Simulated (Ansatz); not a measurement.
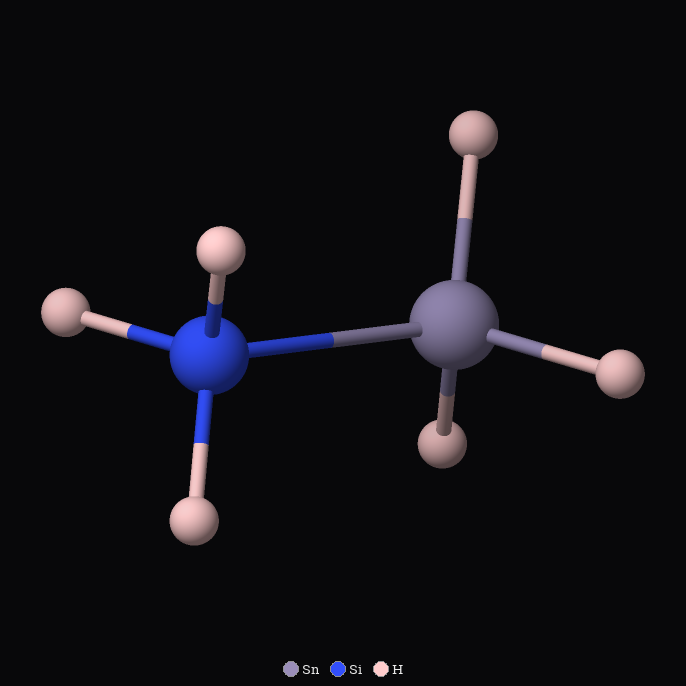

A ball-and-stick model of a molecule. Every bond is drawn as one stick, whatever its order.

**Which formula does it have?**

H6SiSn, 8 atoms: 6 hydrogen, 1 silicon and 1 tin.

**How many atoms are distinct by symmetry?**

4: 1 Sn, 1 Si, 3 H, 3 H.

The parts below concern this one geometry. Atoms keep their numbers from picture to picture. Computed geometry: PBE0-D4/def2-TZVP optimisation.

Dipole moment

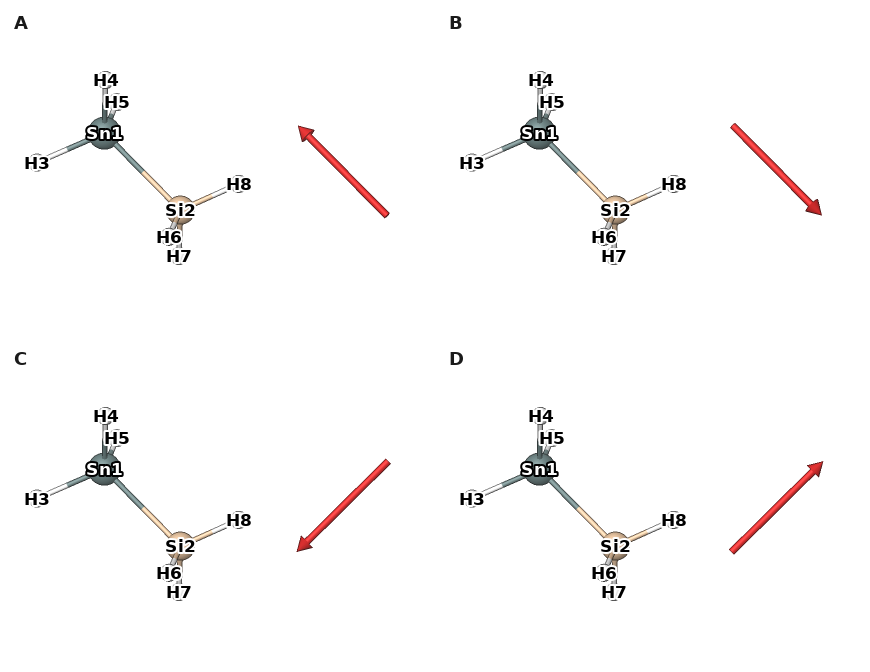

The same molecule four times, each with an arrow. Level of theory: RKS PBE0-D4/def2-TZVP, core potentials on Sn (Ansatz 0.2.0).

**Which arrow points along the dipole moment, from the negative to the positive end?**

B. The dipole moment is 0.25 D; it points from the side of H3, H4, H5 to the side of H6, H7, H8 (the outermost atoms at the two ends).

Vibrations

Harmonic vibrations computed with RKS PBE0-D4/def2-TZVP, core potentials on Sn (Ansatz 0.2.0) at a stationary point of the same level.

**List the wavenumbers.**

18 modes: 90, 310, 320, 320, 536, 536, 670, 733, 733, 864, 939, 939, 1937, 1940, 1940, 2217, 2232, 2232 cm⁻¹.

Charges

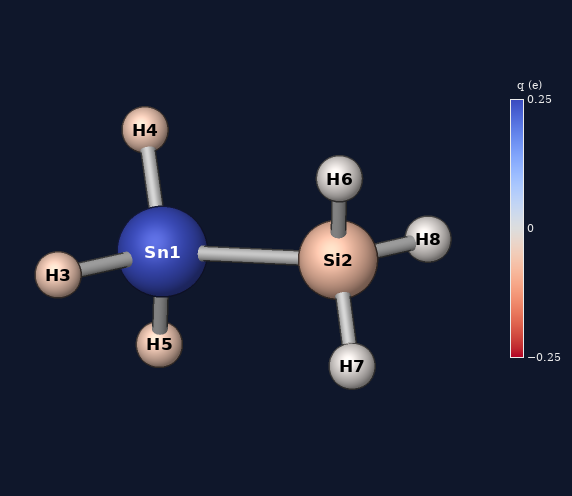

Atoms are coloured by their Mulliken charges. Properties computed with RKS PBE0-D4/def2-TZVP, core potentials on Sn (Ansatz 0.2.0).

Give the Mulliken charges atom by atom.

```
atom  value (e)
 Sn1       0.25
 Si2      −0.07
  H3      −0.05
  H4      −0.05
  H5      −0.05
  H6      −0.01
  H7      −0.01
  H8      −0.01
```

Thermal motion

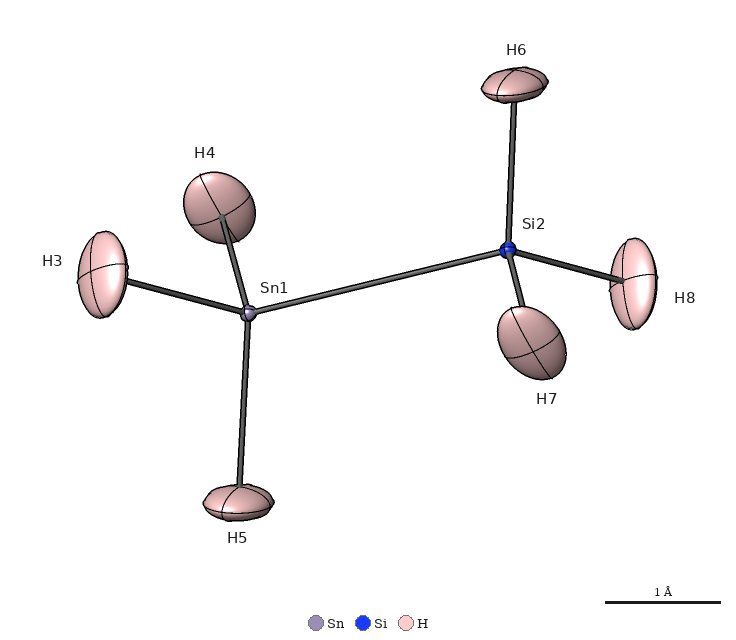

Displacement ellipsoids at the 50 % level, from the internal vibrations of the free molecule (harmonic, no overall translation or rotation; no half-axis is drawn under 0.075 Å). Vibrations computed with RKS PBE0-D4/def2-TZVP, core potentials on Sn (Ansatz 0.2.0). Temperature: 100 K.

**Which atom has the largest mean-square displacement?**

H6, H7, H8, with U_eq = 0.0367 Å².

**Does H8 move more along its bond or across it?**

Across it: the root-mean-square amplitude is 0.087 Å along the bond and up to 0.270 Å across, since bending and torsion are softer than stretching.

Give the displacement parameters, one line for each set of equivalent atoms.

```
      atom  U_eq (Å²)   rms amplitudes (Å)
       Sn1    0.00004  0.003, 0.003, 0.010
       Si2    0.00058  0.012, 0.012, 0.038
H3, H4, H5     0.0364  0.093, 0.190, 0.254
H6, H7, H8     0.0367  0.086, 0.172, 0.270
```

Mulliken values depend strongly on the basis set and can even reverse the polarity of a bond.
